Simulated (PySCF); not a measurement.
**CH6AsB (SMILES CB[AsH2]): SVWN5/6-31G(d) (spherical functions)**

Aim: the vertical ionisation energy of CH6AsB at SVWN5/6-31G* (spherical functions), from 2 runs. 

The calculation is run with PySCF 2.14.0.

## 1. The system as given

CH6AsB has 9 atoms, charge 0, and is taken as a singlet. SMILES: `CB[AsH2]`. Geometry: a GFN2-xTB relaxation, a rough one for these elements and not checked as a minimum. This is one conformer, not always the lowest.

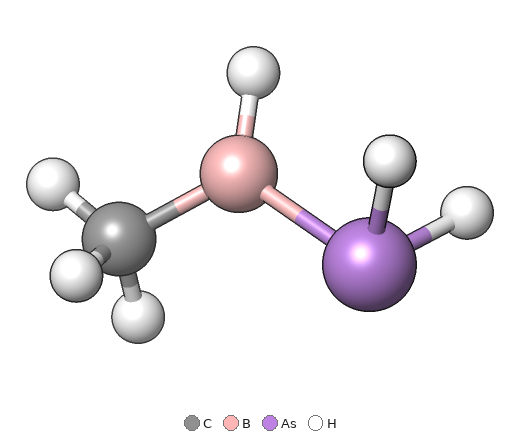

Viewed from a chosen angle; carbon grey, boron pink, arsenic purple, hydrogen white.

## 2. The energy at SVWN5/6-31G(d) (spherical functions)

run.py reads:

```python
from pyscf import gto, dft

mol = gto.M(
    atom='''
C   -0.669400   0.978610  -0.753440
B    0.372700  -0.061900  -0.219080
As  -0.027060  -1.111450   1.478610
H   -1.622760   0.482480  -0.953920
H   -0.378410   1.512160  -1.655940
H   -0.894950   1.721140   0.016000
H    1.377420  -0.239500  -0.800340
H    0.478160  -2.398890   0.876330
H    1.364310  -0.882660   2.011790
''',
    spin=0,
    max_memory=1860,
    basis='6-31g*',
    verbose=4,
)

ks = dft.RKS(mol)
ks.xc = 'svwn'
ks.grids.level = 2
ks.conv_tol = 1e-10
ks.kernel()
if not ks.converged:
    ks = ks.newton().run(ks.mo_coeff, ks.mo_occ)

e_final = ks.e_tot
print('Final energy', e_final)
```

The run is started by

```console
$ OMP_NUM_THREADS=1 python run.py
```

What it wrote:

```text
PySCF version 2.14.0

[INPUT] num. atoms = 9
[INPUT] num. electrons = 50
[INPUT] charge = 0
[INPUT] spin (= nelec alpha-beta = 2S) = 0
[INPUT] symmetry False subgroup None
[INPUT] Mole.unit = angstrom
[INPUT] Symbol           X                Y                Z      unit          X                Y                Z       unit  Magmom
[INPUT]  1 C     -0.669400000000   0.978610000000  -0.753440000000 AA   -1.264982667784   1.849304882761  -1.423795251292 Bohr   0.0
[INPUT]  2 B      0.372700000000  -0.061900000000  -0.219080000000 AA    0.704300926625  -0.116974047111  -0.414001199370 Bohr   0.0
[INPUT]  3 As    -0.027060000000  -1.111450000000   1.478610000000 AA   -0.051135988931  -2.100336101148   2.794167945043 Bohr   0.0
[INPUT]  4 H     -1.622760000000   0.482480000000  -0.953920000000 AA   -3.066571965899   0.911755060580  -1.802647544745 Bohr   0.0
[INPUT]  5 H     -0.378410000000   1.512160000000  -1.655940000000 AA   -0.715091262797   2.857568256522  -3.129273078712 Bohr   0.0
[INPUT]  6 H     -0.894950000000   1.721140000000   0.016000000000 AA   -1.691210395180   3.252483222034   0.030235617993 Bohr   0.0
[INPUT]  7 H      1.377420000000  -0.239500000000  -0.800340000000 AA    2.602946558498  -0.452589406833  -1.512423406534 Bohr   0.0
[INPUT]  8 H      0.478160000000  -2.398890000000   0.876330000000 AA    0.903591443722  -4.533245102958   1.656023694740 Bohr   0.0
[INPUT]  9 H      1.364310000000  -0.882660000000   2.011790000000 AA    2.578172249005  -1.667985661109   3.801732120139 Bohr   0.0

nuclear repulsion = 153.094843714831
number of shells = 36
number of NR pGTOs = 173
number of NR cGTOs = 72
basis = 6-31g*
ecp = {}

******** <class 'pyscf.dft.rks.RKS'> ********
method = RKS
initial guess = minao
damping factor = 0
level_shift factor = 0
DIIS = <class 'pyscf.scf.diis.CDIIS'>
diis_start_cycle = 1
diis_space = 8
diis_damp = 0
SCF conv_tol = 1e-10
SCF conv_tol_grad = None
SCF max_cycles = 50
direct_scf = True
direct_scf_tol = 1e-13
XC library pyscf.dft.libxc version 7.0.0
    S. Lehtola, C. Steigemann, M. J.T. Oliveira, and M. A.L. Marques.,  SoftwareX 7, 1–5 (2018)
XC functionals = svwn
    P. A. M. Dirac.,  Math. Proc. Cambridge Philos. Soc. 26, 376 (1930)
    F. Bloch.,  Z. Phys. 57, 545 (1929)
    S. H. Vosko, L. Wilk, and M. Nusair.,  Can. J. Phys. 58, 1200 (1980)
radial grids:
    Treutler-Ahlrichs [JCP 102, 346 (1995); DOI:10.1063/1.469408] (M4) radial grids

becke partition: Becke, JCP 88, 2547 (1988); DOI:10.1063/1.454033
pruning grids: <function nwchem_prune>
grids dens level: 2
symmetrized grids: False
atomic radii adjust function: <function treutler_atomic_radii_adjust>
small_rho_cutoff = 0
Set gradient conv threshold to 1e-05
Initial guess from minao.
tot grids = 67728
init E= -2297.34111252837
  HOMO = -0.293217787710149  LUMO = -0.151226237377697  gap/eV = 3.86379
cycle= 1 E= -2298.06605530576  delta_E= -0.725  |g|= 0.522  |ddm|= 2.62
  HOMO = -0.175536643313058  LUMO = -0.0490261548176019  gap/eV = 3.44253
cycle= 2 E= -2298.0047973864  delta_E= 0.0613  |g|= 0.678  |ddm|=  1.2
  HOMO = -0.208023963779334  LUMO = -0.0988053810370619  gap/eV = 2.97199
cycle= 3 E= -2298.13017980833  delta_E= -0.125  |g|= 0.0922  |ddm|= 0.776
  HOMO = -0.216371056477427  LUMO = -0.0958288662115341  gap/eV = 3.28012
cycle= 4 E= -2298.13261348378  delta_E= -0.00243  |g|= 0.0112  |ddm|= 0.14
  HOMO = -0.216082448738567  LUMO = -0.0978021511437608  gap/eV = 3.21857
cycle= 5 E= -2298.13263588921  delta_E= -2.24e-05  |g|= 0.00937  |ddm|= 0.0298
  HOMO = -0.216163615662601  LUMO = -0.0967306311048914  gap/eV = 3.24994
cycle= 6 E= -2298.13266549678  delta_E= -2.96e-05  |g|= 0.000711  |ddm|= 0.0127
  HOMO = -0.216201919667505  LUMO = -0.0967958914394869  gap/eV = 3.24920
cycle= 7 E= -2298.13266565373  delta_E= -1.57e-07  |g|= 0.00021  |ddm|= 0.00115
  HOMO = -0.216167592432793  LUMO = -0.096781635618441  gap/eV = 3.24866
cycle= 8 E= -2298.1326656632  delta_E= -9.47e-09  |g|= 6.55e-05  |ddm|= 0.000356
  HOMO = -0.216178885852562  LUMO = -0.0967905553610819  gap/eV = 3.24872
cycle= 9 E= -2298.13266566429  delta_E= -1.09e-09  |g|= 1.33e-05  |ddm|= 0.000109
  HOMO = -0.216179005818747  LUMO = -0.0967910644986647  gap/eV = 3.24871
cycle= 10 E= -2298.13266566436  delta_E= -7e-11  |g|= 3.21e-06  |ddm|= 2.31e-05
  HOMO = -0.216179146936593  LUMO = -0.0967906292809713  gap/eV = 3.24873
Extra cycle  E= -2298.13266566435  delta_E= 1e-11  |g|= 4.05e-06  |ddm|= 1.3e-05
converged SCF energy = -2298.13266566435
Final energy -2298.1326656643487
```

It took 5.1 s on 1 thread of Arm Neoverse V2, shared host; peak memory 0.22 GiB.

## 3. The doublet cation at the same level

run.py reads:

```python
from pyscf import gto, dft

mol = gto.Mole()
mol.atom = '''
C     -1.264983     1.849305    -1.423795
B      0.704301    -0.116974    -0.414001
As    -0.051136    -2.100336     2.794168
H     -3.066572     0.911755    -1.802648
H     -0.715091     2.857568    -3.129273
H     -1.691210     3.252483     0.030236
H      2.602947    -0.452589    -1.512423
H      0.903591    -4.533245     1.656024
H      2.578172    -1.667986     3.801732
'''
mol.unit = 'bohr'
mol.charge = 1
mol.spin = 1
mol.max_memory = 1860
mol.verbose = 4
mol.basis = '6-31g*'
mol.build()

mf = dft.UKS(mol)
mf.xc = 'svwn'
mf.conv_tol = 1e-10
mf.grids.level = 2
mf.kernel()
if not mf.converged:
    mf = mf.newton().run(mf.mo_coeff, mf.mo_occ)

e_final = mf.e_tot
print('E = %.10f Eh' % e_final)
```

The run is started by

```console
$ OMP_NUM_THREADS=1 python run.py
```

What it wrote:

```text
PySCF version 2.14.0

[INPUT] num. atoms = 9
[INPUT] num. electrons = 49
[INPUT] charge = 1
[INPUT] spin (= nelec alpha-beta = 2S) = 1
[INPUT] symmetry False subgroup None
[INPUT] Mole.unit = bohr
[INPUT] Symbol           X                Y                Z      unit          X                Y                Z       unit  Magmom
[INPUT]  1 C     -0.669400175801   0.978610062040  -0.753439867022 AA   -1.264983000000   1.849305000000  -1.423795000000 Bohr   0.0
[INPUT]  2 B      0.372700038828  -0.061899975070  -0.219079894498 AA    0.704301000000  -0.116974000000  -0.414001000000 Bohr   0.0
[INPUT]  3 As    -0.027060005858  -1.111449946475   1.478610029082 AA   -0.051136000000  -2.100336000000   2.794168000000 Bohr   0.0
[INPUT]  4 H     -1.622760018045   0.482479967942  -0.953920240911 AA   -3.066572000000   0.911755000000  -1.802648000000 Bohr   0.0
[INPUT]  5 H     -0.378409860934   1.512159864254  -1.655939958347 AA   -0.715091000000   2.857568000000  -3.129273000000 Bohr   0.0
[INPUT]  6 H     -0.894949790880   1.721139882505   0.016000202149 AA   -1.691210000000   3.252483000000   0.030236000000 Bohr   0.0
[INPUT]  7 H      1.377420233633  -0.239499784713  -0.800339784871 AA    2.602947000000  -0.452589000000  -1.512423000000 Bohr   0.0
[INPUT]  8 H      0.478159765192  -2.398889945517   0.876330161537 AA    0.903591000000  -4.533245000000   1.656024000000 Bohr   0.0
[INPUT]  9 H      1.364309868232  -0.882660179334   2.011789936425 AA    2.578172000000  -1.667986000000   3.801732000000 Bohr   0.0

nuclear repulsion = 153.094847369579
number of shells = 36
number of NR pGTOs = 173
number of NR cGTOs = 72
basis = 6-31g*
ecp = {}

******** <class 'pyscf.dft.uks.UKS'> ********
method = UKS
initial guess = minao
damping factor = 0
level_shift factor = 0
DIIS = <class 'pyscf.scf.diis.CDIIS'>
diis_start_cycle = 1
diis_space = 8
diis_damp = 0
SCF conv_tol = 1e-10
SCF conv_tol_grad = None
SCF max_cycles = 50
direct_scf = True
direct_scf_tol = 1e-13
number electrons alpha = 25  beta = 24
XC library pyscf.dft.libxc version 7.0.0
    S. Lehtola, C. Steigemann, M. J.T. Oliveira, and M. A.L. Marques.,  SoftwareX 7, 1–5 (2018)
XC functionals = svwn
    P. A. M. Dirac.,  Math. Proc. Cambridge Philos. Soc. 26, 376 (1930)
    F. Bloch.,  Z. Phys. 57, 545 (1929)
    S. H. Vosko, L. Wilk, and M. Nusair.,  Can. J. Phys. 58, 1200 (1980)
radial grids:
    Treutler-Ahlrichs [JCP 102, 346 (1995); DOI:10.1063/1.469408] (M4) radial grids

becke partition: Becke, JCP 88, 2547 (1988); DOI:10.1063/1.454033
pruning grids: <function nwchem_prune>
grids dens level: 2
symmetrized grids: False
atomic radii adjust function: <function treutler_atomic_radii_adjust>
small_rho_cutoff = 0
Set gradient conv threshold to 1e-05
tot grids = 67728
init E= -2297.34111259746
[... the frontier-level lines of each cycle are left out ...]

cycle= 1 E= -2297.72991058127  delta_E= -0.389  |g|= 0.386  |ddm|= 1.85
cycle= 2 E= -2297.31141012719  delta_E= 0.419  |g|= 0.795  |ddm|= 1.26
cycle= 3 E= -2297.77057051874  delta_E= -0.459  |g|= 0.157  |ddm|= 1.23
cycle= 4 E= -2297.79170147391  delta_E= -0.0211  |g|= 0.0594  |ddm|= 0.334
cycle= 5 E= -2297.79270640897  delta_E= -0.001  |g|= 0.0488  |ddm|= 0.153
cycle= 6 E= -2297.79458810158  delta_E= -0.00188  |g|= 0.00634  |ddm|= 0.0706
cycle= 7 E= -2297.79460922227  delta_E= -2.11e-05  |g|= 0.00208  |ddm|= 0.0113
cycle= 8 E= -2297.79461285435  delta_E= -3.63e-06  |g|= 0.000439  |ddm|= 0.00375
cycle= 9 E= -2297.79461297988  delta_E= -1.26e-07  |g|= 8.77e-05  |ddm|= 0.000733
cycle= 10 E= -2297.7946129832  delta_E= -3.32e-09  |g|= 5.56e-05  |ddm|= 0.000206
cycle= 11 E= -2297.79461298586  delta_E= -2.66e-09  |g|= 1.47e-05  |ddm|= 9.97e-05
cycle= 12 E= -2297.79461298598  delta_E= -1.22e-10  |g|= 8.43e-06  |ddm|= 4.09e-05
cycle= 13 E= -2297.79461298605  delta_E= -7.32e-11  |g|= 1.48e-06  |ddm|= 2.03e-05
Extra cycle  E= -2297.79461298604  delta_E= 1.18e-11  |g|= 3.39e-06  |ddm|= 9.15e-06
converged SCF energy = -2297.79461298604  <S^2> = 0.75116135  2S+1 = 2.001161
E = -2297.7946129860 Eh
```

It took 9.3 s on 1 thread of Arm Neoverse V2, shared host; peak memory 0.22 GiB.

## 4. What came out

Level: SVWN5/6-31G* (spherical functions).

| quantity | value |
| --- | --- |
| singlet CH6AsB: total energy | -2298.13267 Eh |
| singlet CH6AsB: dipole moment | 1.32 D |
| singlet CH6AsB: HOMO energy | -5.88 eV |
| singlet CH6AsB: LUMO energy | -2.63 eV |
| singlet CH6AsB: HOMO–LUMO gap | 3.25 eV |
| doublet cation: total energy | -2297.79461 Eh |
| doublet cation: HOMO energy (highest over α and β) | -13.24 eV |
| doublet cation: LUMO energy (lowest over α and β) | -12.46 eV |
| doublet cation: ⟨S²⟩ | 0.751 |
| vertical ionisation energy (to the doublet cation) | 9.199 eV |

**Reading.** The vertical ionisation energy comes to 9.20 eV (888 kJ/mol). The negative HOMO energy of the first species, 5.88 eV, lies 3.32 eV below that difference. Mulliken charges (doublet cation) run from -0.69 on C1 to +0.28 on H5.
